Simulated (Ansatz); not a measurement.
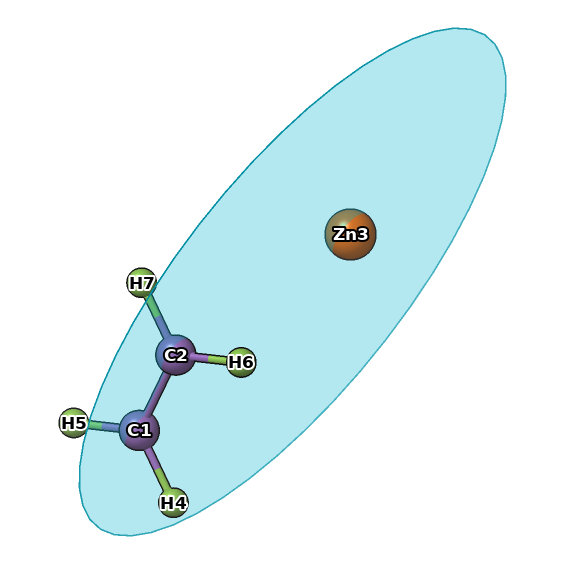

A disc through the centre of mass is drawn in. Distant atoms are faded towards the background colour. Computed geometry: PBE0-D4/def2-TZVP optimisation.

Is the plane of the disc a mirror plane of the structure?

Yes. The reflection leaves C1, C2, Zn3 in place and moves H4 ↔ H5; H6 ↔ H7. The point group is Cs.
